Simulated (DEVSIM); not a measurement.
Structure: Schottky contact on p-type Si, at 300 K.

| layer (left to right) | material | thickness (μm) | Na (cm⁻³) | τn (s) | τp (s) |
|---|---|---|---|---|---|
| 1 | Si | 0.310 | 1.8e15 | 9e-5 | 9e-5 |

Left contact: Schottky, work function 4.534 eV, emission velocity 1.8e6 cm/s. Right contact: ohmic. Voltage is applied to the left contact. Recombination: SRH at mid-gap, radiative. Gap narrowing is on: ΔEg = 6.92 meV × (l + √(l² + 0.5)), l = ln(N/1.3e17 cm⁻³), shared equally by both band edges. Mobility is μmin + (μ − μmin)/(1 + (N/Nref)^α).

The device is made up for the run: typed textbook-type constants, with dimensions and the other settings drawn at random. Values at 300 K.

| parameter | Si |
|---|---|
| gap (eV) | 1.124 |
| affinity (eV) | 4.05 |
| permittivity | 11.7 |
| Nc (cm⁻³) | 2.86e19 |
| Nv (cm⁻³) | 3.1e19 |
| μn (cm²/Vs) | 1417 |
| μp (cm²/Vs) | 470 |
| μn,min | 52 |
| μp,min | 45 |
| Nref,n | 9.7e16 |
| Nref,p | 2.2e17 |
| αn | 0.68 |
| αp | 0.72 |
| B (cm³/s) | 4.7e-15 |

Simulated with DEVSIM: 1D drift-diffusion, Boltzmann statistics, complete ionisation; no tunnelling, impact ionisation, image-force lowering or self-heating. Metal contacts follow the ideal Schottky-Mott rule: no Fermi-level pinning, no interface dipoles.

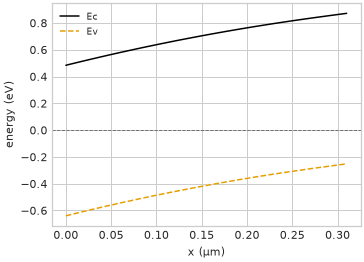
Figure: Band edges at zero bias

Energies count from the Fermi level of the right contact; mesh points crowd at the junctions.

```csv
x (μm),Ec (eV),Ev (eV),n (cm⁻³),p (cm⁻³),field (V/cm)
0.000,0.484,-0.640,2.1e11,5.5e8,17000
0.005362,0.493,-0.631,1.5e11,7.8e8,17000
0.01173,0.503,-0.620,1.0e11,1.2e9,16000
0.01767,0.513,-0.611,6.9e10,1.7e9,16000
0.03025,0.533,-0.590,3.2e10,3.7e9,16000
0.04128,0.551,-0.573,1.6e10,7.3e9,16000
0.05158,0.567,-0.557,8.7e9,1.4e10,15000
0.07337,0.599,-0.524,2.5e9,4.8e10,15000
0.08840,0.621,-0.503,1.1e9,1.1e11,14000
0.1103,0.652,-0.472,3.2e8,3.7e11,14000
0.1364,0.686,-0.437,8.4e7,1.4e12,13000
0.1672,0.725,-0.399,1.9e7,6.2e12,12000
0.1942,0.757,-0.367,5500000,2.1e13,11000
0.2170,0.782,-0.342,2100000,5.6e13,11000
0.2397,0.805,-0.318,840000,1.4e14,10000
0.2553,0.821,-0.303,460000,2.6e14,9700
0.2684,0.834,-0.290,280000,4.2e14,9400
0.2795,0.844,-0.280,190000,6.2e14,9200
0.2905,0.854,-0.270,130000,9.2e14,9000
0.2981,0.861,-0.263,99000,1.2e15,9000
0.3045,0.867,-0.257,79000,1.5e15,8900
0.3100,0.871,-0.252,66000,1.8e15,8900
```
